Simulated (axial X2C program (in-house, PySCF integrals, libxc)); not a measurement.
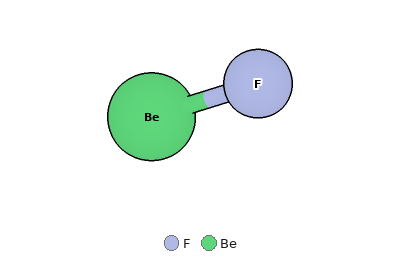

*The molecule at the reference distance of 1.364 Å.*

**Relativistic diatomic calculation, with input and output: FBe**

System: FBe, single determinant with Ω = 1/2.
Method: PBE0, two-component X2C with atomic mean-field Coulomb and Gaunt terms, F dyall-av3z, Be dyall-cv3z (cores contracted) (axial X2C program (in-house, PySCF integrals, libxc)).

## Output
```
two-component X2C + atomic mean field  PBE0
basis functions 108  fitting functions 523  grid points 4349
iter        total energy     max residual
   1       -114.626384259     1.16e-05
   2       -114.626384260     3.38e-06
converged
one-electron -186.91249097  Coulomb 71.57611125  exact exchange -3.21676137  xc functional -10.03258098  nuclear repulsion 13.96655395  atomic mean-field constant -0.00721615
```

## The points of the curve

```csv
R (Å),E (hartree),"dipole (D; origin at the first atom, positive when the second is positive)",highest filled (eV),lowest empty (eV)
1.187,−114.596960,0.47,−6.08,−1.86
1.241,−114.613952,0.68,−6.19,−1.93
1.282,−114.621385,0.85,−6.27,−1.98
1.323,−114.625272,1.01,−6.35,−2.03
1.364,−114.626384,1.18,−6.43,−2.09
1.412,−114.624960,1.39,−6.52,−2.16
1.460,−114.621302,1.60,−6.62,−2.24
1.521,−114.614249,1.87,−6.74,−2.35
1.596,−114.603245,2.22,−6.90,−2.50
1.705,−114.584711,2.73,−7.12,−2.75
```

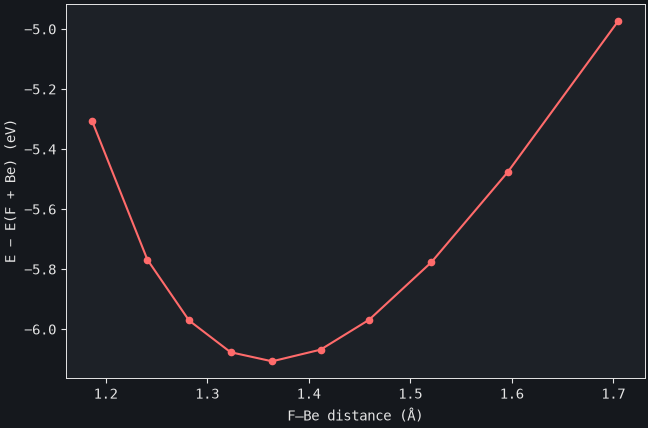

*Energy at 10 bond lengths, for one set of occupations held fixed; the line joins the points.*

A polynomial of degree 6 through 9 points gives rₑ = 1.363 Å, ωₑ = 1258 cm⁻¹, ωₑxₑ = 9.5 cm⁻¹ and Bₑ = 1.485 cm⁻¹. The minimum lies 6.11 eV below F + Be, each computed as one determinant at the same level.

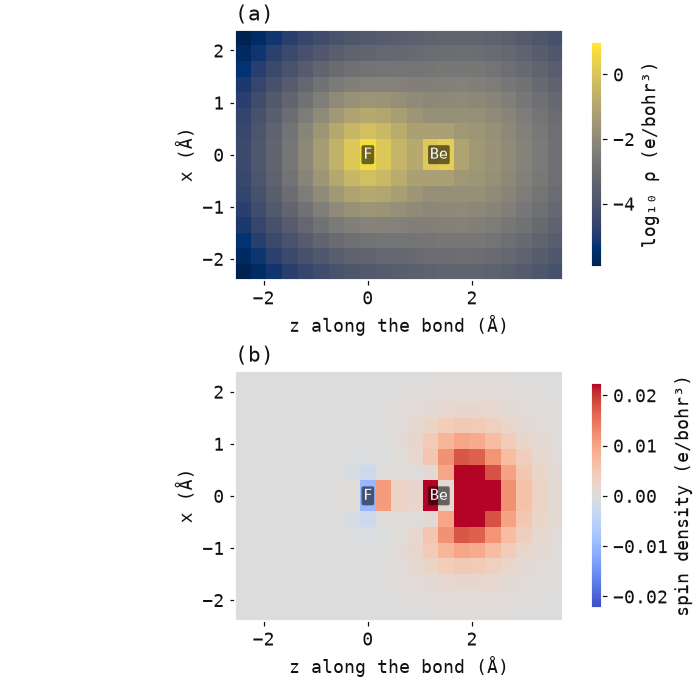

*(a) electron density on a logarithmic scale; (b) spin density, in a plane that holds the axis, at 1.36 Å, on points 0.3 Å apart (one half computed, the other mirrored); the structure near the nuclei is finer than these points.*

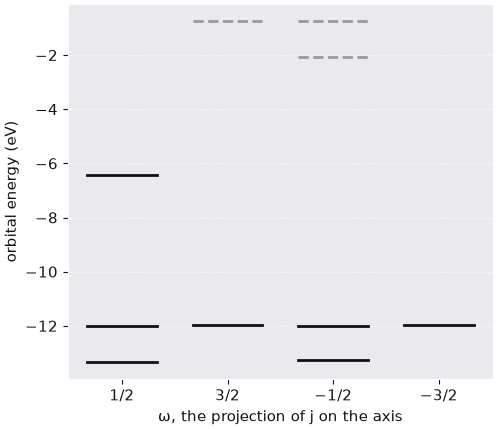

*Orbital energies near the frontier at 1.36 Å, filled (solid) and empty (dashed).*

The highest filled spinor (1/2; 55 % Be s, 29 % Be p) lies at −6.43 eV, the lowest empty one (−1/2; 65 % Be s, 15 % Be p) at −2.09 eV.

## Input
```
{"zs": [9, 4], "q": 0, "bas": ["dyall-av3z", "dyall-cv3z"], "levels": ["PBE0", "HF", "TPSS"], "cc": true, "r0": 1.66, "thr": -2.0, "nmax": 90, "npts": 10, "nst": 2, "ntry": 6}
```

The line is the task of a batch: nuclear charges, charge, bases, the levels to run, a first guess of the distance and further settings. This report covers PBE0 with spin-orbit coupling. The log is that of the reference distance 1.364 Å, started from orbitals converged before.

Launched within a batch (the task file carries these settings):
```bash
python <driver script> task.json out
```

## Summary

| quantity | value |
| --- | --- |
| outcome | converged |
| bond length rₑ | 1.363 Å |
| ωₑ | 1258 cm⁻¹ |
| energy at the minimum | −114.62638 hartree |
| depth below the fragments | 6.11 eV |
| hardware | 1 thread of Arm Neoverse V1, 24 GiB of memory available, shared host |
| wall time | 3.7 s |
| peak memory | 0.52 GiB |
